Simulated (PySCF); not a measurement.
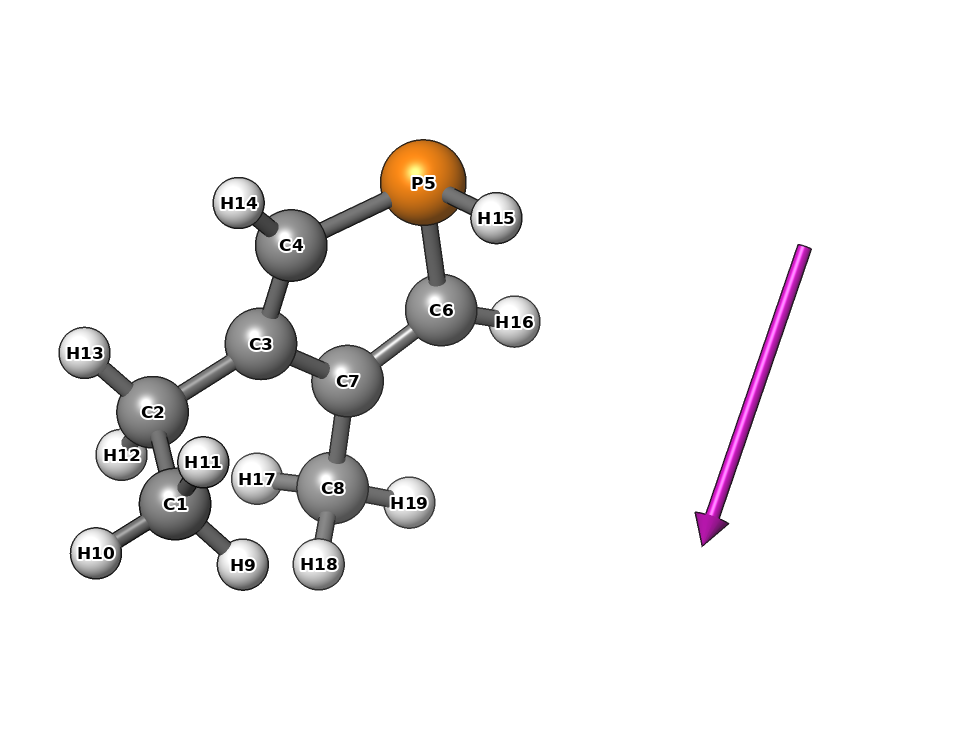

The arrow beside the molecule shows the direction of the dipole moment, from the negative to the positive end (its length means nothing). The geometry was computed by an optimisation with GFN2-xTB. No frequency run is at hand to confirm it as a minimum. Level of theory: PBE0/pcSseg-1, gas phase (PySCF 2.14.0).

> How large is the dipole moment?

1.58 D; it points from the side of P5 to the side of H10 (the outermost atoms at the two ends).

The geometry is semi-empirical. Around P such bond lengths and angles can be off by a tenth of an ångström or more and by several degrees, and values that hang on the shape move with them.
